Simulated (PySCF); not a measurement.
# BHF2 (SMILES FBF): levels of theory compared

We compute a comparison of 6 runs (MP2/STO-3G, BCCD(T)/STO-3G, CCSDT(Q)/STO-3G, CCSDT/STO-3G, QCISD(T)/STO-3G, FCI/STO-3G) of BHF2. 

Program for the calculation: PySCF 2.14.0.

12 further runs of the same task are left out: 2 that didn't finish, 10 set aside as unsound or not needed.

### 1 Starting point

BHF2: 4 atoms, total charge 0, spin state singlet. As SMILES, `FBF`. One bond was lengthened or shortened from a relaxed shape.

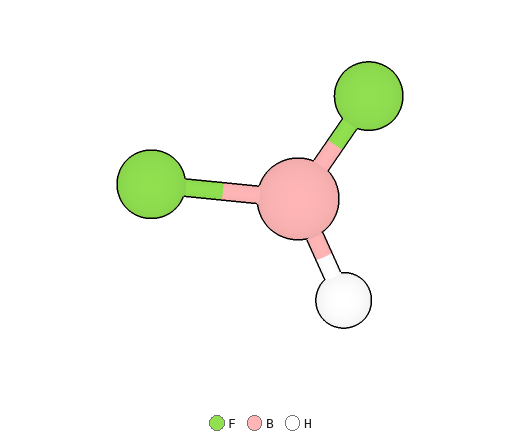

The structure, seen from a chosen angle (fluorine green, boron pink, hydrogen white).

### 2 A single-point energy at MP2/STO-3G (run 1)

Contents of run.py:

```python
from pyscf import gto, mp

mol = gto.M(
    atom=[
    ('F', (1.373004, 0.344958, -0.269078)),
    ('B', (0.216804, -0.142942, 0.118022)),
    ('F', (-1.095400, 0.528700, -0.438900)),
    ('H', (0.161704, -1.066542, 0.868422)),
],
    max_memory=1860,
    spin=0,
    charge=0,
    basis='sto-3g',
    verbose=4,
)

hf = mol.RHF()
hf.conv_tol = 1e-10
hf.kernel()
if not hf.converged:
    hf = hf.newton().run(hf.mo_coeff, hf.mo_occ)

pt = mp.MP2(hf, frozen=3).run()
e_final = pt.e_tot
print('Final energy', e_final)
```

The run is started by

```bash
$ OMP_NUM_THREADS=1 python run.py
```

Standard output:

```text
PySCF version 2.14.0

[INPUT] num. atoms = 4
[INPUT] num. electrons = 24
[INPUT] charge = 0
[INPUT] spin (= nelec alpha-beta = 2S) = 0
[INPUT] symmetry False subgroup None
[INPUT] Mole.unit = angstrom
[INPUT] Symbol           X                Y                Z      unit          X                Y                Z       unit  Magmom
[INPUT]  1 F      1.373004000000   0.344958000000  -0.269078000000 AA    2.594601527932   0.651876144478  -0.508483726146 Bohr   0.0
[INPUT]  2 B      0.216804000000  -0.142942000000   0.118022000000 AA    0.409700182710  -0.270121231698   0.223029256673 Bohr   0.0
[INPUT]  3 F     -1.095400000000   0.528700000000  -0.438900000000 AA   -2.070005996849   0.999098202058  -0.829400796072 Bohr   0.0
[INPUT]  4 H      0.161704000000  -1.066542000000   0.868422000000 AA    0.305576273247  -2.015472280346   1.641079740547 Bohr   0.0

nuclear repulsion = 56.8976780013986
number of shells = 10
number of NR pGTOs = 48
number of NR cGTOs = 16
basis = sto-3g
ecp = {}

******** <class 'pyscf.scf.hf.RHF'> ********
method = RHF
initial guess = minao
damping factor = 0
level_shift factor = 0
DIIS = <class 'pyscf.scf.diis.CDIIS'>
diis_start_cycle = 1
diis_space = 8
diis_damp = 0
SCF conv_tol = 1e-10
SCF conv_tol_grad = None
SCF max_cycles = 50
direct_scf = True
direct_scf_tol = 1e-13
Set gradient conv threshold to 1e-05
Initial guess from minao.
init E= -220.836277059801
  HOMO = -0.45438084108837  LUMO = 0.171513261573601  gap/eV = 17.03145
cycle= 1 E= -220.942653573967  delta_E= -0.106  |g|= 0.539  |ddm|= 2.15
  HOMO = -0.268434042816402  LUMO = 0.199731530492743  gap/eV = 12.73943
cycle= 2 E= -221.06950706178  delta_E= -0.127  |g|= 0.175  |ddm|= 1.02
  HOMO = -0.407226623337508  LUMO = 0.267717264259115  gap/eV = 18.36616
cycle= 3 E= -221.081116258993  delta_E= -0.0116  |g|= 0.0355  |ddm|= 0.241
  HOMO = -0.411371265298071  LUMO = 0.26962327110739  gap/eV = 18.53081
cycle= 4 E= -221.082153321187  delta_E= -0.00104  |g|= 0.00819  |ddm|= 0.0912
  HOMO = -0.410347842272624  LUMO = 0.270140440885755  gap/eV = 18.51703
cycle= 5 E= -221.082231765089  delta_E= -7.84e-05  |g|= 0.00301  |ddm|= 0.0242
  HOMO = -0.409765922485912  LUMO = 0.270352932009399  gap/eV = 18.50698
cycle= 6 E= -221.082241787645  delta_E= -1e-05  |g|= 0.000408  |ddm|= 0.0111
  HOMO = -0.410024004953669  LUMO = 0.270446279629881  gap/eV = 18.51654
cycle= 7 E= -221.082241914316  delta_E= -1.27e-07  |g|= 0.000109  |ddm|= 0.000982
  HOMO = -0.409963130078289  LUMO = 0.270434875232227  gap/eV = 18.51457
cycle= 8 E= -221.082241923265  delta_E= -8.95e-09  |g|= 2.01e-05  |ddm|= 0.000311
  HOMO = -0.409969104092322  LUMO = 0.270437421601277  gap/eV = 18.51480
cycle= 9 E= -221.082241923618  delta_E= -3.53e-10  |g|= 4.19e-06  |ddm|= 5.67e-05
  HOMO = -0.409969632367747  LUMO = 0.270437382260956  gap/eV = 18.51482
cycle= 10 E= -221.082241923634  delta_E= -1.59e-11  |g|= 5.74e-07  |ddm|= 1.21e-05
  HOMO = -0.40996963186916  LUMO = 0.270437342538017  gap/eV = 18.51482
Extra cycle  E= -221.082241923633  delta_E= 1.71e-13  |g|= 2.18e-07  |ddm|= 9.47e-07
converged SCF energy = -221.082241923633

******** <class 'pyscf.mp.mp2.RMP2'> ********
nocc = 9, nmo = 13
frozen orbitals 3
E(RMP2) = -221.168401674206  E_corr = -0.0861597505725837
E(SCS-RMP2) = -221.171409026574  E_corr = -0.089167102941097
E_corr(same-spin) = -0.0164129973992348
E_corr(oppo-spin) = -0.0697467531733489
Final energy -221.16840167420597
```

It took 0.72 s on 1 thread of Arm Neoverse V1, shared host; peak memory 0.12 GiB.

### 3 The energy at BCCD(T)/STO-3G (run 2)

Contents of run.py:

```python
from pyscf import gto, scf, cc
from pyscf.cc.bccd import bccd_kernel_

system = gto.M(
    atom='''
F      1.373004     0.344958    -0.269078
B      0.216804    -0.142942     0.118022
F     -1.095400     0.528700    -0.438900
H      0.161704    -1.066542     0.868422
''',
    max_memory=1860,
    verbose=4,
    basis='sto-3g',
    spin=0,
)

mf = scf.RHF(system)
mf.conv_tol = 1e-10
mf.kernel()
if not mf.converged:
    mf = mf.newton().run(mf.mo_coeff, mf.mo_occ)

mycc = cc.CCSD(mf, frozen=3).run()
mycc = bccd_kernel_(mycc, diis=True)
e_t = mycc.ccsd_t()
e_tot = mycc.e_tot + e_t
print('Final energy', e_tot)
```

The run is started by

```bash
$ OMP_NUM_THREADS=1 python run.py
```

Standard output:

```text
PySCF version 2.14.0

[INPUT] num. atoms = 4
[INPUT] num. electrons = 24
[INPUT] charge = 0
[INPUT] spin (= nelec alpha-beta = 2S) = 0
[INPUT] symmetry False subgroup None
[INPUT] Mole.unit = angstrom
[INPUT] Symbol           X                Y                Z      unit          X                Y                Z       unit  Magmom
[INPUT]  1 F      1.373004000000   0.344958000000  -0.269078000000 AA    2.594601527932   0.651876144478  -0.508483726146 Bohr   0.0
[INPUT]  2 B      0.216804000000  -0.142942000000   0.118022000000 AA    0.409700182710  -0.270121231698   0.223029256673 Bohr   0.0
[INPUT]  3 F     -1.095400000000   0.528700000000  -0.438900000000 AA   -2.070005996849   0.999098202058  -0.829400796072 Bohr   0.0
[INPUT]  4 H      0.161704000000  -1.066542000000   0.868422000000 AA    0.305576273247  -2.015472280346   1.641079740547 Bohr   0.0

nuclear repulsion = 56.8976780013986
number of shells = 10
number of NR pGTOs = 48
number of NR cGTOs = 16
basis = sto-3g
ecp = {}

[... 39 lines left out ...]
converged SCF energy = -221.082241923633
[... 12 lines left out ...]
Init t2, MP2 energy = -221.168401676947  E_corr(MP2) -0.0861597533133567
[... 13 lines left out ...]
CCSD converged
[... 27 lines left out ...]
CCSD converged
[... 25 lines left out ...]
CCSD converged
[... 22 lines left out ...]
CCSD converged
[... 3 lines left out ...]
******** <class 'pyscf.cc.ccsd.CCSD'> ********
CC2 = 0
CCSD nocc = 9, nmo = 13
frozen orbitals 3
max_cycle = 50
direct = 0
conv_tol = 1e-07
conv_tol_normt = 1e-05
diis_space = 6
diis_start_cycle = 0
diis_start_energy_diff = 1e+09
Init E_corr(CCSD) = -0.112408783652047
cycle = 1  E_corr(CCSD) = -0.112409915926156  dE = -1.13227411e-06  norm(t1,t2) = 5.36679e-05
cycle = 2  E_corr(CCSD) = -0.112409249281205  dE = 6.66644951e-07  norm(t1,t2) = 1.26232e-05
cycle = 3  E_corr(CCSD) = -0.112409303131547  dE = -5.38503423e-08  norm(t1,t2) = 8.09225e-06
CCSD converged
E(CCSD) = -221.1851794040844  E_corr = -0.1124093031315474
BCC iter:    3  E:    -221.185179404084  dE:    2.171e-07  |t1|:    2.184e-06
CCSD(T) correction = -0.0102695105762457
Final energy -221.19544891466074
```

It took 1 s on 1 thread of Arm Neoverse V1, shared host; peak memory 0.1 GiB.

Runs 3 to 4 aren't shown in full; the table further down has their settings and results.

### 4 The energy at QCISD(T)/STO-3G (run 5)

Contents of input.py:

```python
from pyscf import gto, scf, cc

mol = gto.M(
    atom='''
F      2.594602     0.651876    -0.508484
B      0.409700    -0.270121     0.223029
F     -2.070006     0.999098    -0.829401
H      0.305576    -2.015472     1.641080
''',
    unit='bohr',
    basis='sto-3g',
    spin=0,
    verbose=4,
    max_memory=1860,
)

hf = scf.RHF(mol)
hf.conv_tol = 1e-10
hf.kernel()
if not hf.converged:
    hf = hf.newton().run(hf.mo_coeff, hf.mo_occ)

mycc = cc.QCISD(hf, frozen=3)
mycc.kernel()
e_t = mycc.qcisd_t()
e_tot = mycc.e_tot + e_t
print('Final energy', e_tot)
```

The run is started by

```bash
$ OMP_NUM_THREADS=1 python input.py
```

Standard output:

```text
PySCF version 2.14.0

[INPUT] num. atoms = 4
[INPUT] num. electrons = 24
[INPUT] charge = 0
[INPUT] spin (= nelec alpha-beta = 2S) = 0
[INPUT] symmetry False subgroup None
[INPUT] Mole.unit = bohr
[INPUT] Symbol           X                Y                Z      unit          X                Y                Z       unit  Magmom
[INPUT]  1 F      1.373004249807   0.344957923546  -0.269078144917 AA    2.594602000000   0.651876000000  -0.508484000000 Bohr   0.0
[INPUT]  2 B      0.216803903314  -0.142941877391   0.118021864174 AA    0.409700000000  -0.270121000000   0.223029000000 Bohr   0.0
[INPUT]  3 F     -1.095400001668   0.528699893076  -0.438900107914 AA   -2.070006000000   0.999098000000  -0.829401000000 Bohr   0.0
[INPUT]  4 H      0.161703855404  -1.066541851647   0.868422137297 AA    0.305576000000  -2.015472000000   1.641080000000 Bohr   0.0

nuclear repulsion = 56.8976744374937
number of shells = 10
number of NR pGTOs = 48
number of NR cGTOs = 16
basis = sto-3g
ecp = {}

[... 39 lines left out ...]
converged SCF energy = -221.082241956963
[... 11 lines left out ...]
Init t2, MP2 energy = -221.16840171352  E_corr(MP2) -0.086159756557199
[... 14 lines left out ...]
QCISD converged
[... 2 lines left out ...]
Final energy -221.19732205068803
```

Run time: 0.72 s. Hardware: 1 thread of Arm Neoverse V1, shared host; peak memory 0.1 GiB.

### 5 A single-point energy at FCI/STO-3G (run 6)

Contents of input.py:

```python
from pyscf import gto, mcscf
from pyscf import fci

mol = gto.M(
    atom='''
F      2.594602     0.651876    -0.508484
B      0.409700    -0.270121     0.223029
F     -2.070006     0.999098    -0.829401
H      0.305576    -2.015472     1.641080
''',
    basis='sto-3g',
    verbose=3,
    unit='bohr',
    spin=0,
    max_memory=1860,
)

mf = mol.RHF()
mf.conv_tol = 1e-10
mf.kernel()
if not mf.converged:
    mf = mf.newton().run(mf.mo_coeff, mf.mo_occ)

cas = mcscf.CASCI(mf, mf.mo_coeff.shape[-1] - 3, (mol.nelec[0] - 3, mol.nelec[1] - 3))  # full CI above the frozen core
cas.fcisolver = fci.direct_spin0.FCI(mol)  # even spin states alone
cas.kernel()
print('<S^2> = %.4f' % cas.fcisolver.spin_square(cas.ci, cas.ncas, cas.nelecas)[0])
etot = cas.e_tot
print('E = %.10f Eh' % etot)
```

The run is started by

```bash
$ OMP_NUM_THREADS=1 python input.py
```

Standard output:

```text
converged SCF energy = -221.082241956963
CASCI E = -221.196805639414  E(CI) = -80.7005541670309  S^2 = 0.0000000
<S^2> = 0.0000
E = -221.1968056394 Eh
```

Run time: 11 s. Hardware: 1 thread of Arm Neoverse V1, shared host; peak memory 0.23 GiB.

### 6 All runs side by side

```
run            level  energy (Eh)  dipole moment (D) of the reference  HOMO energy (eV)  LUMO energy (eV)  wall time
  1       MP2/STO-3G  -221.168402                                0.99            -11.16              7.36     0.72 s
  2   BCCD(T)/STO-3G  -221.195449                                   –                 –                 –        1 s
  3  CCSDT(Q)/STO-3G  -221.197107                                0.99            -11.16              7.36        3 s
  4     CCSDT/STO-3G  -221.196745                                0.99            -11.16              7.36      1.5 s
  5  QCISD(T)/STO-3G  -221.197322                                0.99            -11.16              7.36     0.72 s
  6       FCI/STO-3G  -221.196806                                0.99            -11.16              7.36       11 s
```

### 7 What came out

```
                                          quantity          value
                               run 6: total energy  -221.19681 Eh
       run 6: dipole moment (Hartree–Fock density)         0.99 D
        run 6: HOMO energy (Hartree–Fock orbitals)      -11.16 eV
        run 6: LUMO energy (Hartree–Fock orbitals)        7.36 eV
      run 6: HOMO–LUMO gap (Hartree–Fock orbitals)       18.51 eV
run 6: correlation energy (3 core orbitals frozen)     -114.6 mEh
```

Against full CI in this basis: MP2 +28.4 mEh; BCCD(T) +1.4 mEh; CCSDT(Q) -0.3 mEh; CCSDT +0.1 mEh; QCISD(T) -0.5 mEh. In runs 1, 2, 3, 4, 5, 6 the basis is minimal, so the values are rough. All runs together took 18 s, the longest 11 s.
